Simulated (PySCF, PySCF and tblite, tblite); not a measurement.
# C4H13NSi2: a path driven as pyramidal inversion, and NMR exchange, part 2 of 2

PySCF and tblite. Atoms count from 0. Earlier steps stand in the parts before.

### Step 8. Shieldings, end: PBE0/pcSseg-1

Job settings and geometry (Å):

```
{"job": {"kind": "nmr", "xc": "PBE0", "basis": "pcSseg-1", "pop": false}, "charge": 0, "multiplicity": 1}
N     -1.771021     1.312471    -0.177846
Si    -2.557348    -0.126884    -0.688491
C     -1.424914    -1.557435    -0.123609
C     -0.000133    -1.216798    -0.367654
C      0.853546    -0.830264     0.569296
C      2.250942    -0.380266     0.315224
Si     2.349487     1.523009     0.401681
H     -1.139070     1.287117     0.605557
H     -2.239525     2.200494    -0.232285
H     -2.656538    -0.056257    -2.149200
H     -3.898802    -0.350730    -0.121138
H     -1.583993    -1.755725     0.937021
H     -1.696922    -2.461002    -0.669000
H      0.320786    -1.250617    -1.401067
H      0.532566    -0.791929     1.604077
H      2.577741    -0.718212    -0.669070
H      2.925790    -0.818110     1.053196
H      1.495866     2.102415    -0.634514
H      3.740384     1.945746     0.217797
H      1.885003     1.970418     1.719798
```

Log:

```text
coarse grid: 16720 points
cycle   1  E = -793.3176889684  dE =  4.639e-01  |g| = 5.544e-01  |ddm| = 3.906e+00
cycle   2  E = -793.2759825104  dE =  4.171e-02  |g| = 6.976e-01  |ddm| = 1.186e+00
cycle   3  E = -793.3912490484  dE = -1.153e-01  |g| = 5.623e-02  |ddm| = 7.514e-01
cycle   4  E = -793.3918108426  dE = -5.618e-04  |g| = 2.780e-02  |ddm| = 7.974e-02
cycle   5  E = -793.3919906117  dE = -1.798e-04  |g| = 5.243e-03  |ddm| = 2.856e-02
cycle   6  E = -793.3919973743  dE = -6.763e-06  |g| = 1.718e-03  |ddm| = 7.520e-03
final grid: 149512 points
cycle   7  E = -793.4296493961  dE = -2.942e-05  |g| = 8.877e-03  |ddm| = 2.656e-02
cycle   8  E = -793.4296334000  dE =  1.600e-05  |g| = 1.199e-02  |ddm| = 1.921e-02
cycle   9  E = -793.4296686949  dE = -3.529e-05  |g| = 1.338e-03  |ddm| = 1.136e-02
cycle  10  E = -793.4296691294  dE = -4.345e-07  |g| = 3.002e-04  |ddm| = 1.361e-03
cycle  11  E = -793.4296691511  dE = -2.174e-08  |g| = 9.188e-05  |ddm| = 3.601e-04
cycle  12  E = -793.4296691528  dE = -1.661e-09  |g| = 3.114e-05  |ddm| = 9.690e-05
cycle  13  E = -793.4296691530  dE = -2.360e-10  |g| = 3.598e-06  |ddm| = 3.761e-05
converged SCF energy = -793.4296691530

GIAO shielding tensors (ppm)
atom      isotropic    diamagn.    paramagn.     s11        s22        s33       span
  0 N      260.276     320.078     -59.802    223.120    253.303    304.406     81.286
  1 Si     393.279     879.694    -486.415    361.313    380.007    438.516     77.203
  2 C      165.438     253.296     -87.858    148.255    159.933    188.126     39.871
  3 C       52.840     259.961    -207.121    -56.196     66.396    148.319    204.514
  4 C       56.114     260.643    -204.529    -53.926     78.000    144.268    198.194
  5 C      168.541     252.201     -83.660    154.692    158.552    192.379     37.687
  6 Si     421.340     879.827    -458.487    384.738    412.792    466.492     81.754
  7 H       31.892      35.646      -3.753     23.800     29.527     42.350     18.550
  8 H       31.831      30.583       1.248     23.792     27.408     44.294     20.502
  9 H       27.041      29.121      -2.080     23.729     24.779     32.617      8.888
 10 H       26.817      28.009      -1.193     23.429     24.453     32.568      9.139
 11 H       29.898      32.217      -2.319     26.223     28.784     34.687      8.464
 12 H       29.907      29.774       0.132     25.692     27.560     36.468     10.776
 13 H       25.938      35.593      -9.655     22.797     25.862     29.154      6.357
 14 H       26.158      36.151      -9.993     22.914     26.055     29.504      6.590
 15 H       29.844      31.619      -1.775     25.941     29.054     34.538      8.596
 16 H       30.020      29.622       0.398     25.567     27.954     36.540     10.973
 17 H       27.841      30.050      -2.209     24.405     27.402     31.715      7.309
 18 H       27.708      28.664      -0.957     24.323     25.053     33.747      9.424
 19 H       27.992      29.848      -1.856     25.406     26.319     32.250      6.843
```

Run time: 40 s. Hardware: 1 thread of Intel Xeon Platinum 8259CL at 2.50GHz, shared host; peak memory 0.98 GiB.

Key values: HOMO -6.50 eV, LUMO 0.30 eV; dipole 0.70 D.

### Step 9. The path in numbers

Job settings and geometry (Å):

```
{"job": {"smiles": "N[SiH2]C/C=C/C[SiH3]", "charge": 0, "mult": 1, "motion": "inversion", "what": "nitrogen", "atoms": [0], "drives": [{"terms": [["t", [8, 1, 7, 0], 0.3333333333333333], ["t", [1, 7, 8, 0], 0.3333333333333333], ["t", [7, 8, 1, 0], 0.3333333333333333]], "neg": true, "n": 8}], "study": "path", "level": {"kind": "nmr", "xc": "PBE0", "basis": "pcSseg-1"}, "fields": [80, 100, 500], "first": 2, "seed": 475, "kind": "path"}, "charge": 0, "multiplicity": 1}
N     -1.955953     1.235108     0.222204
Si    -2.523667    -0.107248    -0.690048
C     -1.428126    -1.570024    -0.136422
C      0.003161    -1.244799    -0.366462
C      0.838100    -0.815472     0.569398
C      2.242919    -0.380402     0.324420
Si     2.353730     1.523751     0.336386
H     -0.965877     1.312142     0.398185
H     -2.357893     2.146233     0.078271
H     -2.429856     0.029414    -2.154649
H     -3.922017    -0.312984    -0.308093
H     -1.601718    -1.767939     0.920779
H     -1.707245    -2.463985    -0.693188
H      0.345953    -1.324702    -1.391280
H      0.493329    -0.729968     1.592811
H      2.589182    -0.761507    -0.637585
H      2.899891    -0.789691     1.094096
H      1.542574     2.056631    -0.762388
H      3.748736     1.938393     0.177841
H      1.829629     2.037728     1.605070
```

Log:

```text
stationary points (kcal/mol above the start)
  n  kind          group   xTB      DFT    lowest mode
  0  minimum      C1       0.00     0.00      36.8
  1  saddle       C1       0.62     1.08    -264.4
  2  minimum      C1       0.50     1.46      35.2

GFN2-xTB energies: T/K, barrier G, reaction G (kcal/mol), k forward, k back (1/s)
 150.00    -0.02     0.28   3.38e+12   8.69e+12
 200.00    -0.01     0.25   4.32e+12   8.13e+12
 250.00     0.00     0.22   5.18e+12   8.03e+12
 298.15     0.03     0.18   5.92e+12   8.08e+12
 350.00     0.07     0.15   6.63e+12   8.18e+12
 400.00     0.11     0.11   7.23e+12    8.3e+12
 500.00     0.23     0.04   8.25e+12   8.55e+12

PBE0/pcSseg-1 + D3(BJ) energies: T/K, barrier G, reaction G (kcal/mol), k forward, k back (1/s)
 150.00     0.44     1.24    7.2e+11    4.6e+13
 200.00     0.45     1.21   1.36e+12   2.84e+13
 250.00     0.46     1.18   2.05e+12   2.18e+13
 298.15     0.49     1.14   2.72e+12   1.87e+13
 350.00     0.53     1.10   3.42e+12   1.67e+13
 400.00     0.57     1.07   4.05e+12   1.55e+13
 500.00     0.69     0.99   5.19e+12   1.41e+13
```

Run time: 3.8 min. Hardware: 1 thread of Intel Xeon Platinum 8259CL at 2.50GHz, shared host; peak memory 1 GiB. This counts the whole study up to here.

Barriers by level (kcal/mol; entropies in cal/(mol K)). Zero-point and thermal terms come from xTB in every row. ΔG‡ leaves symmetry out; the rate counts one path; effective ΔG‡, where given, is the barrier that would give that rate by Eyring's equation alone:

| level | ΔE‡ | with zero-point | ΔH‡ | ΔS‡ | ΔG‡ (298 K) | ΔE of reaction | k at 298 K (1/s) | effective ΔG‡ |
| --- | --- | --- | --- | --- | --- | --- | --- | --- |
| GFN2-xTB | 0.62 | -0.03 | -0.17 | -0.7 | 0.03 | 0.50 | – | – |
| PBE0/pcSseg-1 + D3(BJ) | 1.08 | 0.43 | 0.29 | -0.7 | 0.49 | 1.46 | – | – |

Where the barrier is not positive, the rates in the log have no meaning.

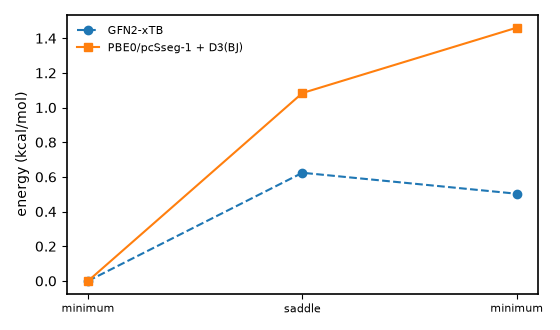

The xTB stationary points, at both levels.

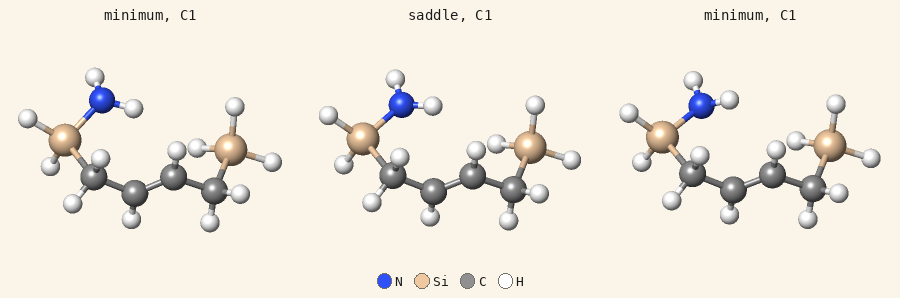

The stationary points in order.

### Step 10. Shieldings, start: PBE0/pcseg-1

Job settings and geometry (Å):

```
{"job": {"kind": "nmr", "xc": "PBE0", "basis": "pcseg-1", "pop": false}, "charge": 0, "multiplicity": 1}
N     -1.955953     1.235108     0.222204
Si    -2.523667    -0.107248    -0.690048
C     -1.428126    -1.570024    -0.136422
C      0.003161    -1.244799    -0.366462
C      0.838100    -0.815472     0.569398
C      2.242919    -0.380402     0.324420
Si     2.353730     1.523751     0.336386
H     -0.965877     1.312142     0.398185
H     -2.357893     2.146233     0.078271
H     -2.429856     0.029414    -2.154649
H     -3.922017    -0.312984    -0.308093
H     -1.601718    -1.767939     0.920779
H     -1.707245    -2.463985    -0.693188
H      0.345953    -1.324702    -1.391280
H      0.493329    -0.729968     1.592811
H      2.589182    -0.761507    -0.637585
H      2.899891    -0.789691     1.094096
H      1.542574     2.056631    -0.762388
H      3.748736     1.938393     0.177841
H      1.829629     2.037728     1.605070
```

Log:

```text
coarse grid: 16720 points
cycle   1  E = -793.3105200975  dE =  4.544e-01  |g| = 4.969e-01  |ddm| = 4.300e+00
cycle   2  E = -793.2793616399  dE =  3.116e-02  |g| = 6.142e-01  |ddm| = 1.192e+00
cycle   3  E = -793.3711406889  dE = -9.178e-02  |g| = 5.155e-02  |ddm| = 7.208e-01
cycle   4  E = -793.3716295120  dE = -4.888e-04  |g| = 2.647e-02  |ddm| = 8.355e-02
cycle   5  E = -793.3718027530  dE = -1.732e-04  |g| = 4.409e-03  |ddm| = 3.090e-02
cycle   6  E = -793.3718078011  dE = -5.048e-06  |g| = 1.366e-03  |ddm| = 7.008e-03
final grid: 149512 points
cycle   7  E = -793.4095943608  dE = -2.468e-05  |g| = 8.315e-03  |ddm| = 2.778e-02
cycle   8  E = -793.4095825700  dE =  1.179e-05  |g| = 1.084e-02  |ddm| = 1.955e-02
cycle   9  E = -793.4096122331  dE = -2.966e-05  |g| = 9.837e-04  |ddm| = 1.145e-02
cycle  10  E = -793.4096124717  dE = -2.386e-07  |g| = 2.340e-04  |ddm| = 1.162e-03
cycle  11  E = -793.4096124855  dE = -1.381e-08  |g| = 8.098e-05  |ddm| = 3.429e-04
cycle  12  E = -793.4096124870  dE = -1.452e-09  |g| = 2.585e-05  |ddm| = 1.014e-04
cycle  13  E = -793.4096124872  dE = -1.758e-10  |g| = 3.147e-06  |ddm| = 3.773e-05
converged SCF energy = -793.4096124872

GIAO shielding tensors (ppm)
atom      isotropic    diamagn.    paramagn.     s11        s22        s33       span
  0 N      267.186     319.202     -52.017    244.586    255.840    301.131     56.545
  1 Si     388.859     880.802    -491.943    360.926    376.714    428.936     68.010
  2 C      173.606     251.346     -77.740    162.128    169.723    188.966     26.837
  3 C       65.139     260.007    -194.868    -36.314     75.782    155.951    192.265
  4 C       65.555     260.097    -194.542    -39.954     82.215    154.406    194.360
  5 C      177.385     250.300     -72.915    164.776    166.309    201.070     36.294
  6 Si     413.486     880.716    -467.230    376.263    405.695    458.499     82.236
  7 H       31.532      35.543      -4.011     21.750     28.980     43.865     22.115
  8 H       31.886      30.988       0.898     23.923     27.330     44.405     20.483
  9 H       27.118      29.908      -2.791     23.866     24.631     32.857      8.991
 10 H       27.229      28.685      -1.455     23.710     25.015     32.963      9.253
 11 H       29.940      31.747      -1.806     26.111     28.657     35.053      8.942
 12 H       30.164      29.871       0.293     25.699     27.948     36.846     11.148
 13 H       26.115      35.559      -9.444     23.075     25.976     29.294      6.219
 14 H       26.128      35.800      -9.672     22.834     25.975     29.575      6.741
 15 H       29.933      31.231      -1.298     25.999     29.138     34.661      8.662
 16 H       30.098      29.474       0.625     25.631     28.007     36.656     11.025
 17 H       28.227      30.242      -2.015     25.016     27.540     32.125      7.109
 18 H       27.823      28.858      -1.036     24.373     25.125     33.970      9.596
 19 H       28.038      29.710      -1.672     25.297     26.451     32.368      7.071
```

Wall time 32 s (1 thread of Intel Xeon Platinum 8259CL at 2.50GHz, shared host); peak memory 0.87 GiB.

In short: HOMO -6.59 eV, LUMO 0.18 eV; dipole 0.83 D.

### Step 11. Single-point energy, saddle of leg 1: PBE0/pcseg-1

Job settings and geometry (Å):

```
{"job": {"kind": "sp", "xc": "PBE0", "basis": "pcseg-1", "pop": false}, "charge": 0, "multiplicity": 1}
N     -1.828158     1.284458    -0.057771
Si    -2.553141    -0.124824    -0.700507
C     -1.428482    -1.565300    -0.143759
C     -0.002986    -1.224797    -0.379846
C      0.841828    -0.820837     0.558447
C      2.242040    -0.374167     0.309969
Si     2.347587     1.529616     0.369932
H     -0.993462     1.254521     0.500475
H     -2.253335     2.192571    -0.075126
H     -2.603216    -0.049044    -2.167485
H     -3.912367    -0.341915    -0.183259
H     -1.593395    -1.767761     0.914659
H     -1.699191    -2.464199    -0.696949
H      0.327984    -1.272464    -1.409907
H      0.511690    -0.769270     1.589561
H      2.577259    -0.727469    -0.666211
H      2.909551    -0.802416     1.060186
H      1.514124     2.093698    -0.692953
H      3.741213     1.947644     0.202123
H      1.854459     2.001955     1.668421
```

Log:

```text
coarse grid: 16720 points
cycle   1  E = -793.3078651737  dE =  4.651e-01  |g| = 4.999e-01  |ddm| = 4.304e+00
cycle   2  E = -793.2762555885  dE =  3.161e-02  |g| = 6.185e-01  |ddm| = 1.192e+00
cycle   3  E = -793.3690180154  dE = -9.276e-02  |g| = 4.933e-02  |ddm| = 7.200e-01
cycle   4  E = -793.3694564552  dE = -4.384e-04  |g| = 2.638e-02  |ddm| = 8.225e-02
cycle   5  E = -793.3696278194  dE = -1.714e-04  |g| = 3.954e-03  |ddm| = 2.988e-02
cycle   6  E = -793.3696320702  dE = -4.251e-06  |g| = 1.290e-03  |ddm| = 7.034e-03
final grid: 149512 points
cycle   7  E = -793.4077625735  dE = -2.602e-05  |g| = 8.232e-03  |ddm| = 2.744e-02
cycle   8  E = -793.4077511062  dE =  1.147e-05  |g| = 1.069e-02  |ddm| = 1.970e-02
cycle   9  E = -793.4077802748  dE = -2.917e-05  |g| = 9.845e-04  |ddm| = 1.148e-02
cycle  10  E = -793.4077805180  dE = -2.432e-07  |g| = 2.346e-04  |ddm| = 1.214e-03
cycle  11  E = -793.4077805316  dE = -1.362e-08  |g| = 7.954e-05  |ddm| = 3.265e-04
cycle  12  E = -793.4077805330  dE = -1.360e-09  |g| = 2.605e-05  |ddm| = 9.357e-05
cycle  13  E = -793.4077805331  dE = -1.812e-10  |g| = 3.032e-06  |ddm| = 3.853e-05
converged SCF energy = -793.4077805331
```

It took 16 s on 1 thread of Intel Xeon Platinum 8259CL at 2.50GHz, shared host; peak memory 0.66 GiB.

Key values: HOMO -6.54 eV, LUMO 0.24 eV; dipole 0.58 D.

### Step 12. Shieldings, end: PBE0/pcseg-1

Job settings and geometry (Å):

```
{"job": {"kind": "nmr", "xc": "PBE0", "basis": "pcseg-1", "pop": false}, "charge": 0, "multiplicity": 1}
N     -1.771021     1.312471    -0.177846
Si    -2.557348    -0.126884    -0.688491
C     -1.424914    -1.557435    -0.123609
C     -0.000133    -1.216798    -0.367654
C      0.853546    -0.830264     0.569296
C      2.250942    -0.380266     0.315224
Si     2.349487     1.523009     0.401681
H     -1.139070     1.287117     0.605557
H     -2.239525     2.200494    -0.232285
H     -2.656538    -0.056257    -2.149200
H     -3.898802    -0.350730    -0.121138
H     -1.583993    -1.755725     0.937021
H     -1.696922    -2.461002    -0.669000
H      0.320786    -1.250617    -1.401067
H      0.532566    -0.791929     1.604077
H      2.577741    -0.718212    -0.669070
H      2.925790    -0.818110     1.053196
H      1.495866     2.102415    -0.634514
H      3.740384     1.945746     0.217797
H      1.885003     1.970418     1.719798
```

Log:

```text
coarse grid: 16720 points
cycle   1  E = -793.3070072828  dE =  4.592e-01  |g| = 5.013e-01  |ddm| = 4.300e+00
cycle   2  E = -793.2736433468  dE =  3.336e-02  |g| = 6.249e-01  |ddm| = 1.208e+00
cycle   3  E = -793.3689051683  dE = -9.526e-02  |g| = 5.219e-02  |ddm| = 7.341e-01
cycle   4  E = -793.3694014164  dE = -4.962e-04  |g| = 2.718e-02  |ddm| = 8.323e-02
cycle   5  E = -793.3695826174  dE = -1.812e-04  |g| = 4.257e-03  |ddm| = 3.059e-02
cycle   6  E = -793.3695871413  dE = -4.524e-06  |g| = 1.760e-03  |ddm| = 7.460e-03
final grid: 149512 points
cycle   7  E = -793.4072141241  dE = -2.481e-05  |g| = 8.568e-03  |ddm| = 2.815e-02
cycle   8  E = -793.4071980868  dE =  1.604e-05  |g| = 1.174e-02  |ddm| = 2.085e-02
cycle   9  E = -793.4072329142  dE = -3.483e-05  |g| = 1.286e-03  |ddm| = 1.250e-02
cycle  10  E = -793.4072333408  dE = -4.266e-07  |g| = 2.107e-04  |ddm| = 1.453e-03
cycle  11  E = -793.4072333516  dE = -1.083e-08  |g| = 8.978e-05  |ddm| = 3.456e-04
cycle  12  E = -793.4072333534  dE = -1.760e-09  |g| = 2.515e-05  |ddm| = 1.013e-04
cycle  13  E = -793.4072333536  dE = -1.717e-10  |g| = 3.087e-06  |ddm| = 3.905e-05
converged SCF energy = -793.4072333536

GIAO shielding tensors (ppm)
atom      isotropic    diamagn.    paramagn.     s11        s22        s33       span
  0 N      264.665     318.282     -53.618    231.739    258.602    303.653     71.914
  1 Si     387.923     880.465    -492.542    357.435    375.052    431.282     73.848
  2 C      174.120     251.697     -77.577    158.250    167.769    196.340     38.090
  3 C       64.353     259.548    -195.195    -38.648     75.007    156.700    195.348
  4 C       66.921     260.156    -193.235    -38.117     86.201    152.678    190.795
  5 C      177.351     250.199     -72.848    164.735    166.344    200.973     36.238
  6 Si     415.813     880.746    -464.933    382.301    407.982    457.156     74.854
  7 H       32.035      34.977      -2.942     23.983     29.594     42.528     18.545
  8 H       31.926      30.943       0.983     23.942     27.409     44.428     20.485
  9 H       27.209      29.551      -2.342     23.895     24.867     32.864      8.969
 10 H       26.988      28.399      -1.412     23.568     24.583     32.812      9.244
 11 H       29.962      31.995      -2.033     26.231     28.890     34.765      8.534
 12 H       30.030      29.816       0.214     25.757     27.676     36.657     10.900
 13 H       26.066      35.463      -9.397     22.901     25.972     29.325      6.423
 14 H       26.284      35.982      -9.698     23.006     26.182     29.662      6.656
 15 H       29.888      31.280      -1.392     25.962     29.109     34.592      8.630
 16 H       30.135      29.522       0.613     25.656     28.063     36.685     11.029
 17 H       27.933      30.065      -2.132     24.395     27.525     31.879      7.484
 18 H       27.860      28.911      -1.051     24.443     25.161     33.977      9.534
 19 H       28.112      29.910      -1.797     25.423     26.459     32.455      7.033
```

It took 31 s on 1 thread of Intel Xeon Platinum 8259CL at 2.50GHz, shared host; peak memory 0.88 GiB.

This run: HOMO -6.50 eV, LUMO 0.31 eV; dipole 0.69 D.

### Step 13. Second level: PBE0/pcseg-1 + D3(BJ)

Changed since step 9:

```diff
@@ -1,2 +1,2 @@
-{"job": {"smiles": "N[SiH2]C/C=C/C[SiH3]", "charge": 0, "mult": 1, "motion": "inversion", "what": "nitrogen", "atoms": [0], "drives": [{"terms": [["t", [8, 1, 7, 0], 0.3333333333333333], ["t", [1, 7, 8, 0], 0.3333333333333333], ["t", [7, 8, 1, 0], 0.3333333333333333]], "neg": true, "n": 8}], "study": "path", "level": {"kind": "nmr", "xc": "PBE0", "basis": "pcSseg-1"}, "fields": [80, 100, 500], "first": 2, "seed": 475, "kind": "path"}, "charge": 0, "multiplicity": 1}
+{"job": {"smiles": "N[SiH2]C/C=C/C[SiH3]", "charge": 0, "mult": 1, "motion": "inversion", "what": "nitrogen", "atoms": [0], "drives": [{"terms": [["t", [8, 1, 7, 0], 0.3333333333333333], ["t", [1, 7, 8, 0], 0.3333333333333333], ["t", [7, 8, 1, 0], 0.3333333333333333]], "neg": true, "n": 8}], "study": "path", "level": {"kind": "nmr", "xc": "PBE0", "basis": "pcseg-1", "wide": true}, "fields": [80, 100, 500], "first": 2, "seed": 475, "kind": "pathvar"}, "charge": 0, "multiplicity": 1}
 N     -1.955953     1.235108     0.222204
```

Log:

```text
stationary points (kcal/mol above the start)
  n  kind          group   xTB      DFT    lowest mode
  0  minimum      C1       0.00     0.00      36.8
  1  saddle       C1       0.62     1.14    -264.4
  2  minimum      C1       0.50     1.51      35.2

GFN2-xTB energies: T/K, barrier G, reaction G (kcal/mol), k forward, k back (1/s)
 150.00    -0.02     0.28   3.38e+12   8.69e+12
 200.00    -0.01     0.25   4.32e+12   8.13e+12
 250.00     0.00     0.22   5.18e+12   8.03e+12
 298.15     0.03     0.18   5.92e+12   8.08e+12
 350.00     0.07     0.15   6.63e+12   8.18e+12
 400.00     0.11     0.11   7.23e+12    8.3e+12
 500.00     0.23     0.04   8.25e+12   8.55e+12

PBE0/pcSseg-1 + D3(BJ) energies: T/K, barrier G, reaction G (kcal/mol), k forward, k back (1/s)
 150.00     0.44     1.24    7.2e+11    4.6e+13
 200.00     0.45     1.21   1.36e+12   2.84e+13
 250.00     0.46     1.18   2.05e+12   2.18e+13
 298.15     0.49     1.14   2.72e+12   1.87e+13
 350.00     0.53     1.10   3.42e+12   1.67e+13
 400.00     0.57     1.07   4.05e+12   1.55e+13
 500.00     0.69     0.99   5.19e+12   1.41e+13

PBE0/pcseg-1 + D3(BJ) energies: T/K, barrier G, reaction G (kcal/mol), k forward, k back (1/s)
 150.00     0.49     1.29   6.07e+11    4.6e+13
 200.00     0.50     1.26   1.19e+12   2.84e+13
 250.00     0.51     1.23   1.85e+12   2.18e+13
 298.15     0.54     1.19    2.5e+12   1.87e+13
 350.00     0.58     1.15   3.18e+12   1.67e+13
 400.00     0.62     1.12    3.8e+12   1.55e+13
 500.00     0.74     1.04   4.93e+12   1.41e+13
```

Run time: 5.2 min. Hardware: 1 thread of Intel Xeon Platinum 8259CL at 2.50GHz, shared host; peak memory 1 GiB. This counts the runs that the step sums up.

Barriers by level (kcal/mol; entropies in cal/(mol K)). Zero-point and thermal terms come from xTB in every row. ΔG‡ leaves symmetry out; the rate counts one path; effective ΔG‡, where given, is the barrier that would give that rate by Eyring's equation alone:

| level | ΔE‡ | with zero-point | ΔH‡ | ΔS‡ | ΔG‡ (298 K) | ΔE of reaction | k at 298 K (1/s) | effective ΔG‡ |
| --- | --- | --- | --- | --- | --- | --- | --- | --- |
| GFN2-xTB | 0.62 | -0.03 | -0.17 | -0.7 | 0.03 | 0.50 | – | – |
| PBE0/pcSseg-1 + D3(BJ) | 1.08 | 0.43 | 0.29 | -0.7 | 0.49 | 1.46 | – | – |
| PBE0/pcseg-1 + D3(BJ) | 1.14 | 0.48 | 0.34 | -0.7 | 0.54 | 1.51 | – | – |

Where the barrier is not positive, the rates in the log have no meaning.

### Step 14. Results

This closing draws on all 2 parts.

| quantity | value |
| --- | --- |
| barrier (GFN2-xTB) | ΔE‡ 0.6 kcal/mol |
| xTB's saddle at PBE0/pcSseg-1 + D3(BJ) | 1.1 kcal/mol from the start, 0.4 with zero-point energy |

What this shows: On the xTB geometries PBE0/pcSseg-1 + D3(BJ) finds no proper saddle: the saddle lies below the end, so these points are not stationary on its surface. No rate or coalescence follows from it.
